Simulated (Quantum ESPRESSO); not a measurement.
# Rh: work function by face, part 2 of 6

Wanted: work functions of Rh face by face, under two functionals.

Quantum ESPRESSO 7.5; plane-wave DFT, PBE, PseudoDojo norm-conserving pseudopotentials.

So far. Step 2 (Relaxation with pw.x of (111), PBE):  On the free atoms the largest force ends at 0.019 eV/Å.

**3. SCF with pw.x of (111), PBE**

Both faces of the slab are alike, so a plain periodic cell serves and symmetry is kept.

Level of this step: plane-wave DFT, PBE, PseudoDojo norm-conserving pseudopotentials (Quantum ESPRESSO 7.5).

File 111.pbe.in:

```
&control
  prefix = '111.pbe'
  outdir = './out'
  pseudo_dir = './pseudo'
  calculation = 'scf'
  tprnfor = .true.
/
&system
  ibrav = 0
  nat = 5
  ntyp = 1
  ecutwfc = 80
  ecutrho = 320
  occupations = 'smearing'
  smearing = 'mv'
  degauss = 0.02
/
&electrons
  conv_thr = 1e-07
  mixing_beta = 0.4
  electron_maxstep = 120
  mixing_mode = 'local-TF'
/
ATOMIC_SPECIES
  Rh  102.9055  Rh.dojo-sr-pbe-0.4.1-standard.upf
CELL_PARAMETERS angstrom
  2.68700576850888 0.00000000000000 0.00000000000000
  1.34350288425444 2.32701525564402 0.00000000000000
  0.00000000000000 0.00000000000000 24.77572409168231
ATOMIC_POSITIONS crystal
  Rh  0.666666666700 0.666666666700 0.322437062400
  Rh  0.000000000000 0.000000000000 0.410562334200
  Rh  0.333333333300 0.333333333300 0.500000000000
  Rh  0.666666666700 0.666666666700 0.589437665800
  Rh  0.000000000000 0.000000000000 0.677562937600
K_POINTS automatic
  12 12 1 0 0 0
```

On the command line:

```console
OMP_NUM_THREADS=1 mpirun -n 4 pw.x -nk 4 -in 111.pbe.in > 111.pbe.out
```

The log of the run:

```text
[banner, memory and clock lines left out]
Program PWSCF v.7.5 starts
[citation notice left out]

[...]
Message from routine setup:
[...]
bravais-lattice index     =            0
     lattice parameter (alat)  =       5.0777  a.u.
     unit-cell volume          =    1045.4200 (a.u.)^3
     number of atoms/cell      =            5
     number of atomic types    =            1
     number of electrons       =        85.00
     number of Kohn-Sham states=           52
     kinetic-energy cutoff     =      80.0000  Ry
     charge density cutoff     =     320.0000  Ry
     scf convergence threshold =      1.0E-07
     mixing beta               =       0.4000
     number of iterations used =            8  local-TF  mixing
     Exchange-correlation= PBE
                           (   1   4   3   4   0   0   0)

[...]
PseudoPot. # 1 for Rh read from file:
     ./pseudo/Rh.dojo-sr-pbe-0.4.1-standard.upf
     Pseudo is Norm-conserving + core correction, Zval = 17.0
     Generated using ONCVPSP code by D. R. Hamann
     Using radial grid of 1568 points,  6 beta functions with:
                l(1) =   0
                l(2) =   0
                l(3) =   1
                l(4) =   1
                l(5) =   2
                l(6) =   2

     atomic species   valence    mass     pseudopotential
     Rh               17.00   102.90550     Rh( 1.00)

     12 Sym. Ops., with inversion, found ( 6 have fractional translation)

[...]
number of k points=    19  Marzari-Vanderbilt smearing, width (Ry)=  0.0200
[...]
Dense  grid:   101157 G-vectors     FFT dimensions: (  30,  30, 270)

     Initial potential from superposition of free atoms

     starting charge      84.9968, renormalised to      85.0000

     negative rho (up, down):  7.302E-05 0.000E+00
     Starting wfcs are   50 randomized atomic wfcs +    2 random wfcs

     per-process dynamical memory:   123.2 Mb

     Self-consistent Calculation

     iteration #  1     ecut=    80.00 Ry     beta= 0.40
     Davidson diagonalization with overlap
     ethr =  1.00E-02,  avg # of iterations =  5.6

     Threshold (ethr) on eigenvalues was too large:
     Diagonalizing with lowered threshold

     Davidson diagonalization with overlap
     ethr =  6.66E-04,  avg # of iterations =  1.5

     negative rho (up, down):  2.817E-08 0.000E+00

     total energy              =   -1172.80180613 Ry
     estimated scf accuracy    <       0.59470093 Ry

     iteration #  2     ecut=    80.00 Ry     beta= 0.40
[...]
total energy              =   -1172.73553433 Ry
     estimated scf accuracy    <       0.20824456 Ry

     iteration #  3     ecut=    80.00 Ry     beta= 0.40
[...]
total energy              =   -1172.77059244 Ry
     estimated scf accuracy    <       0.05477162 Ry

     iteration #  4     ecut=    80.00 Ry     beta= 0.40
[...]
total energy              =   -1172.76749109 Ry
     estimated scf accuracy    <       0.02832692 Ry

     iteration #  5     ecut=    80.00 Ry     beta= 0.40
[...]
total energy              =   -1172.76839109 Ry
     estimated scf accuracy    <       0.00655620 Ry

     iteration #  6     ecut=    80.00 Ry     beta= 0.40
[...]
total energy              =   -1172.76836685 Ry
     estimated scf accuracy    <       0.00161784 Ry

[...]
iteration # 11     ecut=    80.00 Ry     beta= 0.40
[...]
negative rho (up, down):  4.923E-04 0.000E+00

[...]
total energy              =   -1172.76803201 Ry
     estimated scf accuracy    <       0.00002054 Ry

     iteration # 12     ecut=    80.00 Ry     beta= 0.40
[...]
negative rho (up, down):  1.394E-04 0.000E+00

[...]
total energy              =   -1172.76803416 Ry
     estimated scf accuracy    <       0.00000384 Ry

     iteration # 13     ecut=    80.00 Ry     beta= 0.40
[...]
negative rho (up, down):  2.141E-05 0.000E+00

[...]
total energy              =   -1172.76803603 Ry
     estimated scf accuracy    <       0.00000067 Ry

     iteration # 14     ecut=    80.00 Ry     beta= 0.40
[...]
End of self-consistent calculation

          k = 0.0000 0.0000 0.0000 ( 12667 PWs)   bands (ev):

   -71.7014 -71.6776 -71.6206 -71.2340 -71.2340 -39.8187 -39.6138 -39.3514
   -39.2660 -39.2660 -39.2489 -39.2489 -39.1857 -39.1857 -38.9413 -38.9304
   -38.8644 -38.8644 -38.8644 -38.8644  -0.3828   0.4786   1.1577   1.4875
     1.5304   3.9766   4.0783   4.1620   4.1620   4.3059   4.3059   4.3612
     4.3612   4.5193   4.7338   4.7338   4.7792   4.7792   5.7317   6.2031
     6.2031   6.3082   6.3082   6.7460   6.7460   7.3559   7.3559   7.5424
     7.6823   7.6823   8.1844  12.0583

          k = 0.0000 0.0962 0.0000 ( 12647 PWs)   bands (ev):

   -71.6952 -71.6724 -71.6166 -71.2291 -71.2291 -39.8061 -39.6096 -39.3663
   -39.3030 -39.2769 -39.2739 -39.2582 -39.2239 -39.1933 -38.9374 -38.9298
   -38.9010 -38.9000 -38.8733 -38.8733  -0.1414   0.7115   1.3687   1.7131
     1.7443   3.7980   3.8682   4.0133   4.2429   4.3196   4.3358   4.4320
     4.4392   4.5410   4.6773   4.7634   4.8808   4.9539   5.2743   5.9995
     6.0205   6.3498   6.3522   6.5237   6.7330   6.7559   7.3625   7.3997
     7.6968   8.5970   9.4070  12.2548

[...]
the Fermi energy is     7.1886 ev

!    total energy              =   -1172.76803670 Ry
     estimated scf accuracy    <       0.00000008 Ry
     smearing contrib. (-TS)   =       0.00049153 Ry
     internal energy E=F+TS    =   -1172.76852823 Ry

     The total energy is F=E-TS. E is the sum of the following terms:
     one-electron contribution =  -10260.28164167 Ry
     hartree contribution      =    5145.97840909 Ry
     xc contribution           =    -189.04155136 Ry
     ewald contribution        =    4130.57625571 Ry

     convergence has been achieved in  14 iterations

     Forces acting on atoms (cartesian axes, Ry/au):

     atom    1 type  1   force =     0.00000000    0.00000000   -0.00055482
     atom    2 type  1   force =     0.00000000    0.00000000    0.00033264
     atom    3 type  1   force =    -0.00000000    0.00000000    0.00000000
     atom    4 type  1   force =     0.00000000    0.00000000   -0.00033264
     atom    5 type  1   force =     0.00000000   -0.00000000    0.00055482

     Total force =     0.000915     Total SCF correction =     0.001786
     SCF correction compared to forces is large: reduce conv_thr to get better values

[...]
```

The job ended after 74 s (4 MPI ranks of Arm Neoverse V2, shared host; peak memory 0.8 GiB; 4.9 min of CPU time).

Numbers from this step:

| Property | Result |
| --- | --- |
| free energy | -15956.3220 eV |
| Fermi energy | 7.189 eV |

**4. Potential by pp.x of (111)**

The vacuum level is read from the electrostatic potential (plot_num = 11), averaged over planes.

File 111.pbe.pot.in:

```
&inputpp
  prefix = '111.pbe'
  outdir = './out'
  filplot = '111.pbe.pot.dat'
  plot_num = 11
/
```

On the command line:

```console
OMP_NUM_THREADS=1 mpirun -n 4 pp.x -in 111.pbe.pot.in > 111.pbe.pot.out
```

The log of the run:

```text
[banner, memory and clock lines left out]
Program POST-PROC v.7.5 starts

          URL

     ./out/111.pbe.save/

     IMPORTANT: XC functional enforced from input :
     Exchange-correlation= PBE
                           (   1   4   3   4   0   0   0)
     Any further DFT definition will be discarded
     Please, verify this is what you really want

     Calling punch_plot, plot_num =  11
     Writing data to file  111.pbe.pot.dat
     Message from routine chdens:
     namelist plot not found or invalid, exiting
```

The job ended after 0.7 s (4 MPI ranks; peak memory 0.09 GiB).

Numbers from this step:

| Quantity | Value |
| --- | --- |
| work function of the upper face | 5.164 eV |
| slope of the potential above | 1.55e-4 eV/Å |
| upper vacuum line continued to the top atoms, over the Fermi level | 5.164 eV |
| work function of the lower face | 5.164 eV |
| slope of the potential below | -1.14e-4 eV/Å |
| lower vacuum line continued to the bottom atoms, over the Fermi level | 5.164 eV |

The potential energy, planar mean oscillates, so the rows of the table below give means over windows of 2.2 Å about each position, cut where the curve ends. Its maxima inside the range that stand out by 2 % of the span (Å: eV): 9.1: -0.692, 11.3: -0.609, 13.5: -0.609, 15.7: -0.692. Its minima: 8.0: -40.1, 10.2: -40.3, 12.4: -40.3, 14.6: -40.3, 16.8: -40.1.

Electrostatic potential energy of an electron; zero at the Fermi level. Table of potential energy, planar mean by z; means over each step:

| z (Å) | potential energy, planar mean (eV) |
| --- | --- |
| 1.10 | 5.16 |
| 3.30 | 5.16 |
| 5.50 | 4.90 |
| 7.70 | -15.3 |
| 9.90 | -16.4 |
| 12.10 | -16.3 |
| 14.30 | -16.3 |
| 16.50 | -16.1 |
| 18.70 | 3.90 |
| 20.90 | 5.16 |
| 23.10 | 5.16 |

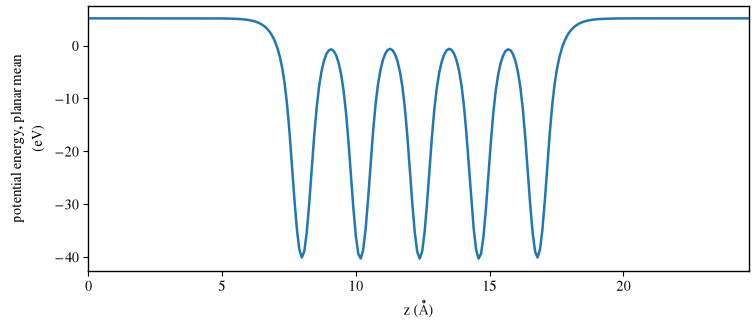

Potential energy, planar mean, plotted against z.

**5. Ground state of (111), PBEsol**

The same atoms under a second functional.

Level of this step: plane-wave DFT, PBEsol, PseudoDojo norm-conserving pseudopotentials (Quantum ESPRESSO 7.5).

111.pbesol.in is the input of step 3 with these lines changed:

```diff
@@ -1,3 +1,3 @@
 &control
-  prefix = '111.pbe'
+  prefix = '111.pbesol'
   outdir = './out'
@@ -24,3 +24,3 @@
 ATOMIC_SPECIES
-  Rh  102.9055  Rh.dojo-sr-pbe-0.4.1-standard.upf
+  Rh  102.9055  Rh.dojo-sr-pbesol-0.4.1-standard.upf
 CELL_PARAMETERS angstrom
```

On the command line:

```console
OMP_NUM_THREADS=1 mpirun -n 4 pw.x -nk 4 -in 111.pbesol.in > 111.pbesol.out
```

The log of the run:

```text
[banner, memory and clock lines left out]
Program PWSCF v.7.5 starts
[...]
Message from routine setup:
[...]
number of electrons       =        85.00
     number of Kohn-Sham states=           52
     kinetic-energy cutoff     =      80.0000  Ry
     charge density cutoff     =     320.0000  Ry
[...]
number of k points=    19  Marzari-Vanderbilt smearing, width (Ry)=  0.0200
[...]
Dense  grid:   101157 G-vectors     FFT dimensions: (  30,  30, 270)
[...]
negative rho (up, down):  7.340E-05 0.000E+00
     Starting wfcs are   50 randomized atomic wfcs +    2 random wfcs
[...]
negative rho (up, down):  4.083E-08 0.000E+00
[...]
estimated scf accuracy    <       0.63727246 Ry
[...]
estimated scf accuracy    <       0.22173788 Ry
[...]
estimated scf accuracy    <       0.03537470 Ry
[...]
estimated scf accuracy    <       0.01627532 Ry
[...]
estimated scf accuracy    <       0.00573232 Ry
[...]
estimated scf accuracy    <       0.00133785 Ry
[...]
estimated scf accuracy    <       0.00106950 Ry
[...]
estimated scf accuracy    <       0.00033724 Ry
[...]
negative rho (up, down):  3.329E-04 0.000E+00
[...]
estimated scf accuracy    <       0.00023259 Ry
[...]
negative rho (up, down):  7.245E-04 0.000E+00
[...]
estimated scf accuracy    <       0.00006195 Ry
[...]
negative rho (up, down):  4.762E-04 0.000E+00
[...]
estimated scf accuracy    <       0.00002530 Ry
[...]
negative rho (up, down):  1.772E-04 0.000E+00
[...]
estimated scf accuracy    <       0.00000430 Ry
[...]
negative rho (up, down):  1.563E-05 0.000E+00
[...]
estimated scf accuracy    <       0.00000067 Ry
[...]
the Fermi energy is     7.0458 ev
!    total energy              =   -1172.00860451 Ry
     estimated scf accuracy    <       0.00000007 Ry
     smearing contrib. (-TS)   =       0.00058737 Ry
     internal energy E=F+TS    =   -1172.00919188 Ry
[...]
one-electron contribution =  -10260.09056740 Ry
     hartree contribution      =    5145.29800543 Ry
     xc contribution           =    -187.79288562 Ry
     ewald contribution        =    4130.57625571 Ry
     convergence has been achieved in  14 iterations
[...]
Total force =     0.023171     Total SCF correction =     0.001499
[...]
```

The job ended after 75 s (4 MPI ranks; peak memory 0.8 GiB; 5 min of CPU time).

Read from the output:

| Property | Result |
| --- | --- |
| free energy | -15945.9894 eV |
| Fermi energy | 7.046 eV |

**6. Electrostatic potential of (111)**

File 111.pbesol.pot.in:

```
&inputpp
  prefix = '111.pbesol'
  outdir = './out'
  filplot = '111.pbesol.pot.dat'
  plot_num = 11
/
```

On the command line:

```console
OMP_NUM_THREADS=1 mpirun -n 4 pp.x -in 111.pbesol.pot.in > 111.pbesol.pot.out
```

Elapsed: 0.7 s, on 4 MPI ranks; peak memory 0.11 GiB.

This step gave:

- work function of the upper face: 5.302 eV
- slope of the potential above: 1.30e-4 eV/Å
- upper vacuum line continued to the top atoms, over the Fermi level: 5.301 eV
- work function of the lower face: 5.302 eV
- slope of the potential below: -9.57e-5 eV/Å
- lower vacuum line continued to the bottom atoms, over the Fermi level: 5.302 eV

On (111) the work function under PBEsol lies +0.14 eV from PBE's.

(Part 2 of 6 ends here.)

[Logs are printed without paths, hosts, clocks, repeated set-up lines and the standing remarks that a program may print on its own settings, such as how far it seeks lower states.]

[Hosts, paths, dates, database ids (printed as entryN), source tags and the programs' standing remarks are cut or masked in the printed files.]

[Maps of the electrostatic potential energy from Ansatz leave out the sawtooth potential of an applied field or a dipole correction, so their vacuum need not be flat; planar profiles and work functions include it.]
